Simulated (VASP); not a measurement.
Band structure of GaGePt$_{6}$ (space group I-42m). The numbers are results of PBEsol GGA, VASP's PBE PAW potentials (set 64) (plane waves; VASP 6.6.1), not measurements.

Unless said otherwise, spin-orbit coupling is left out, though it shifts the bands of the heavy elements here.

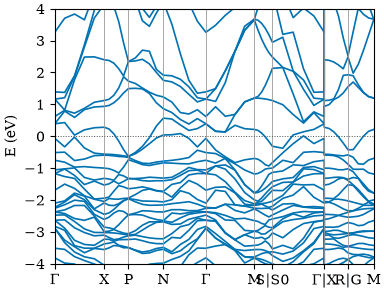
Bands along high-symmetry lines, zero at the valence-band maximum or, without a gap, the Fermi level

Task: Read the plot: is there a gap, and where are the band edges?

Result: It has no gap at this level: it comes out as a metal or semimetal.

The structure comes from a computed database's GaGePt6 entry (I-42m); how it stands against other phases isn't given here. The cell was not relaxed at this level. The k-mesh is coarse (spacing up to 0.32 per Å, 2π included), so the numbers may not be converged in it. The electron count is odd and the run is not spin-polarised, which forces a metal.
